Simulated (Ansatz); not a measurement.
**F4H10OSi5: density, localisation and related maps**

Input

```
crystal:
  periodic: [false, false, false]
  atoms:
    - {symbol: Si, position_ang: [-1.556902, 1.752676, -1.160201]}
    - {symbol: F, position_ang: [-1.120306, 3.154025, 0.030119]}
    - {symbol: F, position_ang: [-0.946624, 2.611907, -2.331887]}
    - {symbol: F, position_ang: [-1.685497, 0.340905, -1.925649]}
    - {symbol: F, position_ang: [-3.075297, 1.979177, -0.806858]}
    - {symbol: H, position_ang: [-0.521074, 2.212256, 0.436193]}
    - {symbol: O, position_ang: [-0.491673, 1.117961, 0.037093]}
    - {symbol: Si, position_ang: [0.346217, -0.367268, 0.288276]}
    - {symbol: Si, position_ang: [-1.163023, -2.135875, -0.016531]}
    - {symbol: Si, position_ang: [1.105306, -0.287812, 2.501787]}
    - {symbol: Si, position_ang: [2.135048, -0.465850, -1.220704]}
    - {symbol: H, position_ang: [-0.685219, -3.261052, 0.834279]}
    - {symbol: H, position_ang: [-2.507107, -1.706576, 0.448399]}
    - {symbol: H, position_ang: [-1.210338, -2.578658, -1.430635]}
    - {symbol: H, position_ang: [1.915445, 0.939307, 2.726521]}
    - {symbol: H, position_ang: [-0.037485, -0.301882, 3.452452]}
    - {symbol: H, position_ang: [1.952973, -1.488794, 2.723828]}
    - {symbol: H, position_ang: [3.079187, 0.659516, -0.987853]}
    - {symbol: H, position_ang: [1.628888, -0.418172, -2.616113]}
    - {symbol: H, position_ang: [2.837581, -1.755691, -0.982516]}
basis:
  gaussian: {orbitals: def2-TZVPP}
hamiltonian: {xc: pbe0, dispersion: d4}
output: {orbitals: {seedname: orbitals}}
```

Command:

```sh
ansatz run in.yaml --threads 4 --pin off --events-out ev --progress --plain --max-ram 66560MiB --backend cuda --devices 0, --max-vram 37GiB
```

A transition-state structure; geometry: PBE0-D4/def2-TZVP.

Theory: RKS PBE0-D4/def2-TZVPP (Ansatz 0.2.0).

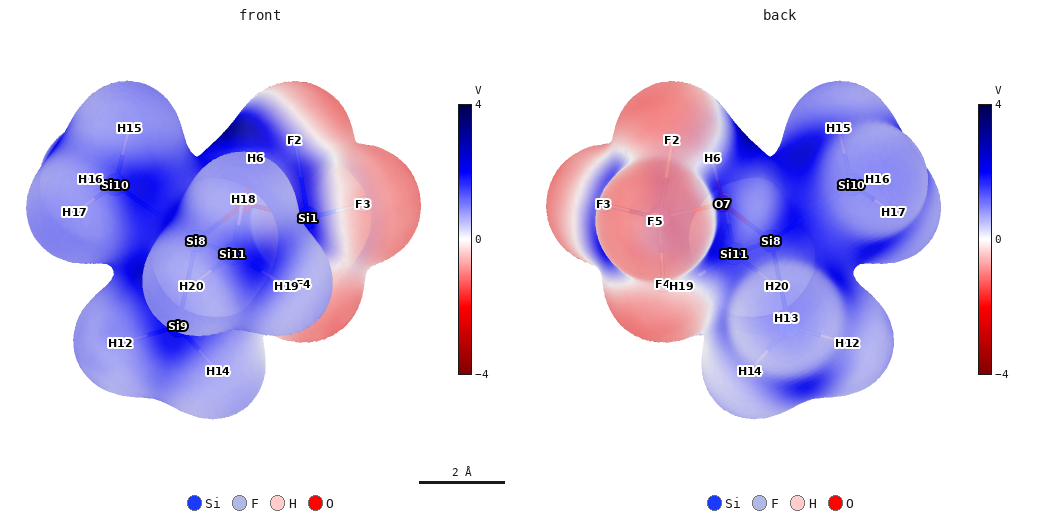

Figure 1. The molecular electrostatic potential painted on the density surface at 0.004 e/bohr³, seen from the front and from behind; red is negative and blue positive.

Q: Where is the surface potential most negative and most positive?

A: The most negative region (about −1.0 V, or −23 kcal/mol for a unit charge) lies over F2, F3, F4 and F5, the most positive (about +3.0 V, or +69 kcal/mol for a unit charge) over H6.

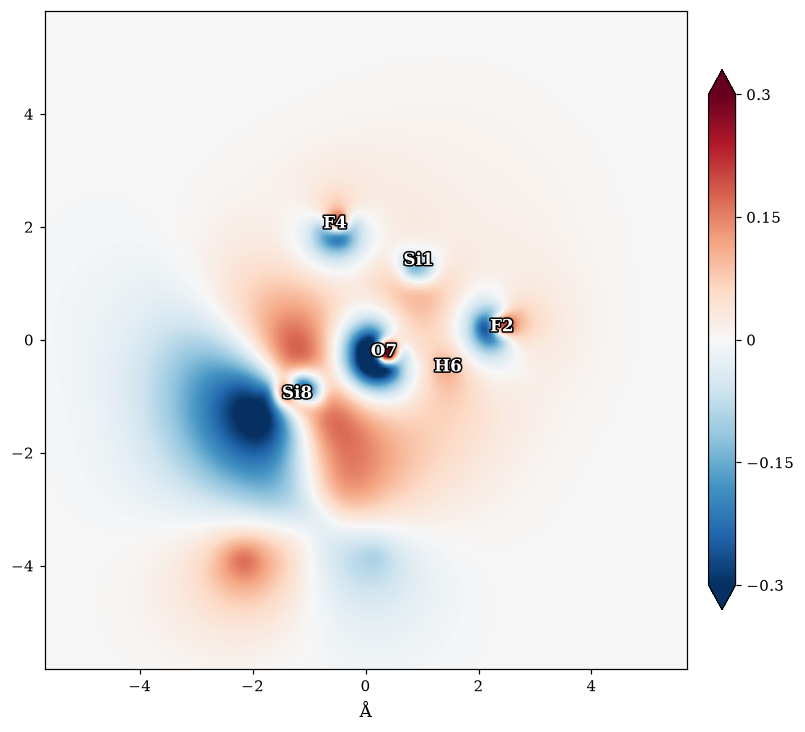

Figure 2. The LUMO on the plane of atoms F4, Si1 and O7 (values in Å⁻³ᐟ²; the overall sign is arbitrary).

Q: Describe this orbital and give its energy.

A: It lies mainly on Si8 (about 35 %), Si11 (about 15 %), Si10 (about 10 %), Si9 (about 10 %) and O7 (about 5 %). Its energy is −1.62 eV.

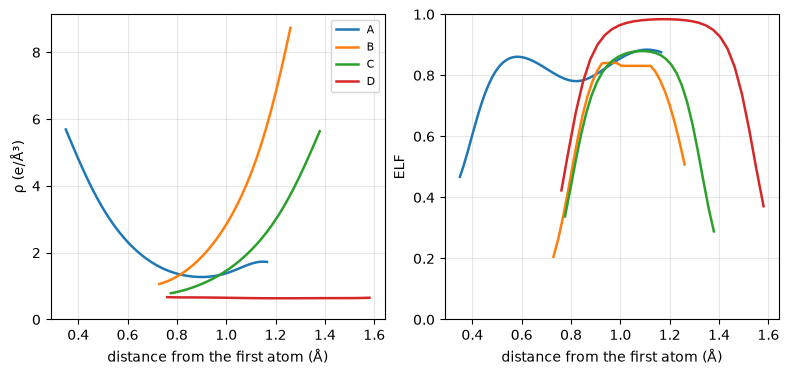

Figure 3. Total electron density and electron localisation function along straight lines between neighbouring atoms. The curves leave out the atomic cores.

Q: Which curve belongs to which contact (O–H, Si–F, Si–O and Si–Si)? The first atom named is at distance zero.

A: Curve A: O–H (1.17 Å): ρ at the midpoint is about 2.5 e/Å³; the ELF peaks at about 0.85 between the atoms. Curve B: Si–F (1.58 Å): ρ is about 1.2 e/Å³ halfway; the ELF peaks at about 0.85 in the valence shell of F, 0.6 Å from its nucleus, and is about 0.40 at the midpoint. Curve C: Si–O (1.72 Å): the density is about 0.95 e/Å³ at the midpoint; the ELF peaks at about 0.90 between the atoms (a polar covalent bond). Curve D: Si–Si (2.34 Å): ρ at the midpoint is about 0.64 e/Å³; the ELF peaks at about 1 between the atoms, as expected for a covalent bond.

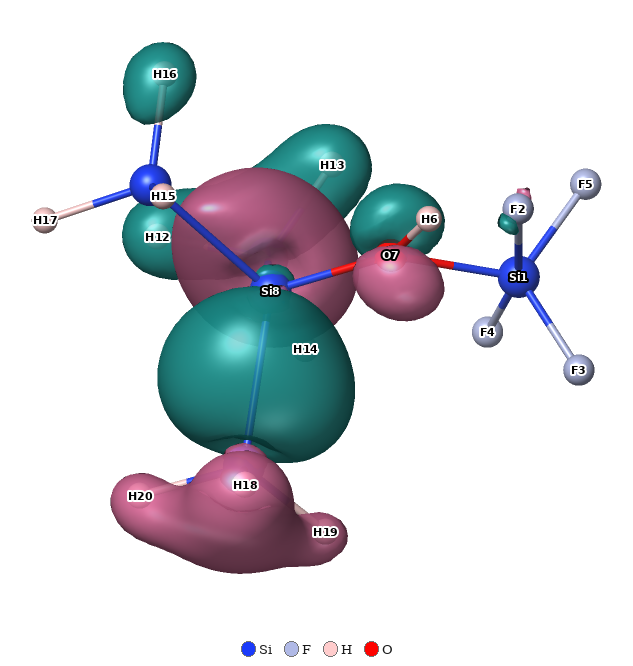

Figure 4. The HOMO at ±0.1 Å⁻³ᐟ² (teal and pink are the two phases), seen from one side.

Q: Describe this orbital and give its energy.

A: By Hirshfeld shares it lies mainly on Si8 (about 30 %), Si11 (about 25 %), Si9 (about 20 %) and O7 (about 5 %). Its energy is −8.24 eV.
